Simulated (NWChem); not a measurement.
**SiH3 (SMILES [SiH3]): UB3LYP/6-31G(d) (spherical functions)**

Aim: the vertical ionisation energy of SiH3 at UB3LYP/6-31G* (spherical functions), from 2 runs. 

The results are computed with NWChem 7.3.0.

1 further run of the same task is left out (set aside as unsound or not needed). Runs told in other sessions of the task aren't counted.

## Step 1: The molecule

The species is SiH3 (4 atoms), meant as a doublet with charge 0. As SMILES, `[SiH3]`. The coordinates come from a PBE0-D4/def2-TZVP relaxation.

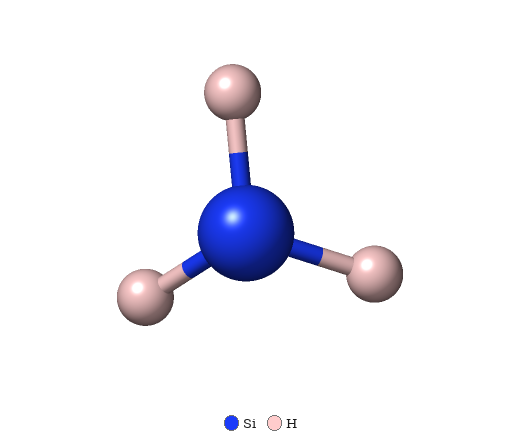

Viewed from a chosen angle; silicon blue, hydrogen pink.

## Step 2: Energy and forces at UB3LYP/6-31G(d) (spherical functions)

The input, h3si.xyz:

```xyz
4
H3Si B3LYP
Si     0.293780    -0.026900    -0.164030
H      0.559150     0.665300     1.123900
H     -0.224040    -1.401650     0.060130
H     -0.628890     0.763250    -1.019990
```

The input, h3si.nw:

```
start h3si
title "H3Si B3LYP"
memory total 2200 mb
charge 0
geometry units angstrom noautosym nocenter noautoz
  load format xyz h3si.xyz
end
basis spherical bse
  Si library 6-31G*
  H library 6-31G*
end
dft
  xc b3lyp
  mult 2
  grid xfine
  convergence energy 1e-08
  iterations 100
  mulliken
end
task dft gradient
```

Run with:

```console
$ nwchem h3si.nw > h3si.out
```

Standard output, shortened:

```text
[...]
          Wavefunction type:  spin polarized.
          No. of atoms     :     4
          No. of electrons :    17
[...]
          Charge           :     0
          Spin multiplicity:     2
[...]
          AO basis - number of functions:    24
[...]
              XC Information
              --------------
                         B3LYP Method XC Potential
                     Hartree-Fock (Exact) Exchange  0.200
                        Slater Exchange Functional  0.800 local
                    Becke 1988 Exchange Functional  0.720 non-local
              Lee-Yang-Parr Correlation Functional  0.810
                  VWN I RPA Correlation Functional  0.190 local
[...]
 d= 0,ls=0.0,diis     1   -291.2164675531 -3.07D+02  1.00D-02  1.89D-02     0.9
[...]
 d= 0,ls=0.0,diis     8   -291.2305194814 -1.27D-09  6.88D-07  2.07D-11     5.4
[...]
         Total DFT energy =     -291.230519481418
      One electron energy =     -433.648804911016
           Coulomb energy =      148.820197035893
    Exchange-Corr. energy =      -22.005208742220
 Nuclear repulsion energy =       15.603297135925
[...]
      Total Density - Mulliken Population Analysis
     ---------------------------------------------
    Atom       Charge   Shell Charges
 -----------   ------   -------------------------------------------------------
    1 Si  14    13.86   2.00  2.00  5.96  1.05  1.84  0.34  0.58  0.10
    2 H    1     1.05   0.50  0.54
    3 H    1     1.05   0.50  0.54
    4 H    1     1.05   0.50  0.54
[...]
      <S2> =      0.7514 (Exact =     0.7500)
[...]
  wavefunction    = open shell
                         DFT ENERGY GRADIENTS
    atom               coordinates                        gradient
                 x          y          z           x          y          z
   1 Si      0.555164  -0.050834  -0.309972   -0.001694   0.000155   0.000945
   2 H       1.056640   1.257235   2.123863    0.000211  -0.000405  -0.000890
   3 H      -0.423374  -2.648734   0.113629    0.000633   0.000707  -0.000318
   4 H      -1.188430   1.442333  -1.927502    0.000850  -0.000457   0.000263
[...]
```

Run time: 6.9 s. Hardware: 1 thread of Intel Xeon at 2.80GHz (Skylake/Cascade Lake), shared host; peak memory 0.12 GiB.

## Step 3: The singlet cation: a single-point energy at B3LYP/6-31G(d) (spherical functions)

The input, mol.xyz:

```xyz
4
H3Si
Si     0.293780    -0.026900    -0.164030
H      0.559150     0.665300     1.123900
H     -0.224040    -1.401650     0.060130
H     -0.628890     0.763250    -1.019990
```

The input, run.py:

```python
from ase.io import read
from ase.calculators.nwchem import NWChem

mol = read('mol.xyz')

calc = NWChem(
    label='mol',
    theory='dft',
    memory='2200 mb',
    basis='6-31G*',
    basispar='spherical bse',
    charge=1,
    dft={'xc': 'b3lyp', 'mult': '1', 'grid': 'xfine', 'convergence': 'energy 1e-08', 'iterations': '100', 'mulliken': None},
    task='energy',
)
mol.calc = calc

print(f"energy = {mol.get_potential_energy():.6f} eV")
print("dipole (e A):", mol.get_dipole_moment().round(4))
```

Run with:

```console
$ export ASE_NWCHEM_COMMAND="nwchem PREFIX.nwi > PREFIX.nwo"
$ python run.py
```

Standard output:

```text
energy = -7915.915579 eV
dipole (e A): [ 0.4191 -0.0384 -0.234 ]
```

The calculator wrote mol.nwi:

```
title "mol"

permanent_dir mol

scratch_dir mol

start mol

geometry units angstrom nocenter noautosym noautoz
  Si 2.9377999999999999e-01 -2.6900000000000000e-02 -1.6403000000000001e-01
  H  5.5915000000000004e-01 6.6530000000000000e-01 1.1238999999999999e+00
  H  -2.2403999999999999e-01 -1.4016500000000001e+00 6.0130000000000003e-02
  H  -6.2888999999999995e-01 7.6324999999999998e-01 -1.0199900000000000e+00
end

charge 1

memory 2200 mb

basis spherical bse noprint
   * library 6-31G*
end

dft
  xc b3lyp
  mult 1
  grid xfine
  convergence energy 1e-08
  iterations 100
  mulliken
end

task dft energy
```

mol.nwo, shortened:

```text
[...]
          Wavefunction type:  closed shell.
          No. of atoms     :     4
          No. of electrons :    16
[...]
          Charge           :     1
          Spin multiplicity:     1
[...]
          AO basis - number of functions:    24
[...]
              XC Information
              --------------
                         B3LYP Method XC Potential
                     Hartree-Fock (Exact) Exchange  0.200
                        Slater Exchange Functional  0.800 local
                    Becke 1988 Exchange Functional  0.720 non-local
              Lee-Yang-Parr Correlation Functional  0.810
                  VWN I RPA Correlation Functional  0.190 local
[...]
 d= 0,ls=0.0,diis     1   -290.8557447182 -3.06D+02  2.92D-02  5.60D-01     0.6
[...]
 d= 0,ls=0.0,diis     7   -290.9045343015 -1.81D-11  4.35D-08  4.00D-13     3.2
         Total DFT energy =     -290.904534301480
      One electron energy =     -428.281463954037
           Coulomb energy =      143.497823774799
    Exchange-Corr. energy =      -21.724191258166
 Nuclear repulsion energy =       15.603297135925
[...]
      Total Density - Mulliken Population Analysis
     ---------------------------------------------
    Atom       Charge   Shell Charges
 -----------   ------   -------------------------------------------------------
    1 Si  14    13.26   2.00  2.00  5.96  1.19  1.64  0.21  0.15  0.10
    2 H    1     0.91   0.48  0.43
    3 H    1     0.91   0.48  0.43
    4 H    1     0.91   0.48  0.43
[...]
```

Wall time 4.5 s (1 thread of Intel Xeon at 2.80GHz (Skylake/Cascade Lake), shared host); peak memory 0.12 GiB.

## Step 4: Summary of results

At UB3LYP/6-31G* (spherical functions):

| quantity | value |
| --- | --- |
| doublet SiH3: total energy | -291.23052 Eh |
| doublet SiH3: dipole moment | 0.02 D |
| doublet SiH3: HOMO energy (highest over α and β) | -6.02 eV |
| doublet SiH3: LUMO energy (lowest over α and β) | -2.85 eV |
| doublet SiH3: ⟨S²⟩ | 0.751 |
| doublet SiH3: largest force on an atom | 0.100 eV/Å |
| singlet cation: total energy | -290.90453 Eh |
| singlet cation: HOMO energy | -17.22 eV |
| singlet cation: LUMO energy | -11.57 eV |
| singlet cation: HOMO–LUMO gap | 5.65 eV |
| vertical ionisation energy (to the singlet cation) | 8.871 eV |

In words: The vertical ionisation energy comes to 8.87 eV (205 kcal/mol).
